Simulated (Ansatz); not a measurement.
# CH2FNOSn (SMILES O=C=[N][SnH2][F]) at B3LYP/def2-SVP (core potential)

Aim: the vertical singlet–triplet gap of CH2FNOSn at B3LYP/def2-SVP (core potential), from 2 runs. 

Program for the calculation: Ansatz 0.2.0.

143 further runs of the same task are left out: 2 that didn't finish, 141 set aside as unsound or not needed.

## (1) Starting point

CH2FNOSn: 7 atoms, total charge 0, spin state singlet. As SMILES, `O=C=[N][SnH2][F]`. The shape is that of a PBE0-D4/def2-TZVP optimisation. This is one conformer, not always the lowest.

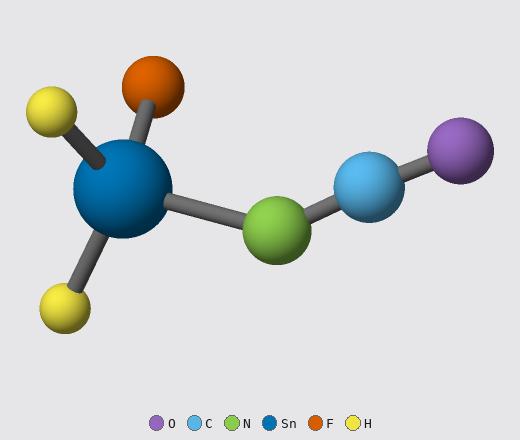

Viewed from a chosen angle; oxygen purple, carbon blue, nitrogen green, tin blue, fluorine orange, hydrogen yellow.

## (2) The energy at B3LYP/def2-SVP (core potential)

molecule.yaml reads:

```yaml
basis:
  gaussian: {orbitals: def2-SVP}
crystal:
  periodic: [false, false, false]
  atoms:
    - {symbol: O, position_ang: [-0.221700, -2.869300, -0.931600]}
    - {symbol: C, position_ang: [-0.121500, -1.906800, -0.283800]}
    - {symbol: N, position_ang: [-0.020900, -0.958200, 0.449400]}
    - {symbol: Sn, position_ang: [0.157400, 1.031600, 0.318500]}
    - {symbol: F, position_ang: [-0.877100, 1.510000, -1.220100]}
    - {symbol: H, position_ang: [-0.618600, 1.696100, 1.665200]}
    - {symbol: H, position_ang: [1.763800, 1.428500, -0.043200]}
hamiltonian: {xc: {name: B3LYP}}
accuracy: high
output: {orbitals: {seedname: orbitals}}
```

The run is started by

```bash
$ ansatz run molecule.yaml --threads 1 --pin off --max-ram 3480MiB --events-out events.jsonl --progress --plain --runs-dir runs
```

Log:

```text
Warning: RAYON_NUM_THREADS=1 ignored (pool sized by the plan → 1); use --threads N
Functional definition: B3LYP
  name "B3LYP"
  parameter a0 = 0.2
  parameter ax = 0.72
  parameter ac = 0.81
  exchange = (1 - a0 - ax)*slater_x + ax*b88_x + a0*exact_x
  correlation = (1 - ac)*vwn_rpa_c + ac*lyp_c
2102 factors; integrals over basis functions are off by at most 3.3e-9 eV
mean field evaluation 1: about -13144.1538 eV, gradient 6.4e1 eV
mean field evaluation 2: about -13131.0157 eV, gradient 1.1e2 eV
mean field evaluation 4: about -13151.4790 eV, gradient 5.3e0 eV
mean field evaluation 8: about -13151.6764 eV, gradient 5.4e-1 eV
mean field evaluation 16: about -13151.6771 eV, gradient 4.4e-5 eV
mean field -13151.67712939 eV, -483.3152199780 hartree, gradient 9.1e-8 eV, S^2 0.000000; 0 other end points of the search recorded, 0 dependent functions left out
reference -13151.67716858 eV, -483.3152214182 hartree; 27, 27 occupied and 65, 65 virtual orbitals, 2102 factors
Total energy: -13151.67716858 eV, -483.3152214182 hartree
```

Run time: 9 s. Hardware: 1 thread of Arm Neoverse V2, shared host; peak memory 0.33 GiB.

## (3) The triplet at the same level

run.yaml reads:

```yaml
crystal:
  periodic: [false, false, false]
  atoms:
    - symbol: O
      position_ang: [-0.221700, -2.869300, -0.931600]
    - symbol: C
      position_ang: [-0.121500, -1.906800, -0.283800]
    - symbol: N
      position_ang: [-0.020900, -0.958200, 0.449400]
    - symbol: Sn
      position_ang: [0.157400, 1.031600, 0.318500]
    - symbol: F
      position_ang: [-0.877100, 1.510000, -1.220100]
    - symbol: H
      position_ang: [-0.618600, 1.696100, 1.665200]
    - symbol: H
      position_ang: [1.763800, 1.428500, -0.043200]
basis:
  gaussian:
    orbitals: def2-SVP
accuracy: high
magnetization:
  spin_polarized: true
  initial_magnetization: 2
hamiltonian:
  xc: {name: B3LYP}
output: {orbitals: {seedname: orbitals}}
```

The run is started by

```bash
$ ansatz run run.yaml --threads 1 --pin off --max-ram 3480MiB --events-out events.jsonl --progress --plain --runs-dir runs
```

Log, shortened:

```text
Warning: RAYON_NUM_THREADS=1 ignored (pool sized by the plan → 1); use --threads N
[... 2 set-up lines as earlier in the session ...]
[...]
2102 factors; integrals over basis functions are off by at most 3.3e-9 eV
[...]
mean field -13145.67011080 eV, -483.0944661167 hartree, gradient 7.8e-8 eV, S^2 2.014999; 7 other end points of the search recorded, 0 dependent functions left out
reference -13145.67015086 eV, -483.0944675888 hartree; 28, 26 occupied and 64, 66 virtual orbitals, 2102 factors
Total energy: -13145.67015086 eV, -483.0944675888 hartree
```

It took 56 s on 1 thread of Arm Neoverse V2, shared host; peak memory 0.49 GiB.

## (4) Results

At B3LYP/def2-SVP (core potential):

| quantity | value |
| --- | --- |
| singlet: total energy | -483.31522 Eh |
| singlet: HOMO energy | -8.20 eV |
| singlet: LUMO energy | -1.04 eV |
| singlet: HOMO–LUMO gap | 7.16 eV |
| triplet: total energy | -483.09447 Eh |
| triplet: HOMO energy (highest over α and β) | -2.45 eV |
| triplet: ⟨S²⟩ | 2.015 |
| vertical energy of the triplet above the singlet | 6.007 eV |

What this shows: At this shape the triplet lies 6.01 eV (580 kJ/mol) above the singlet.
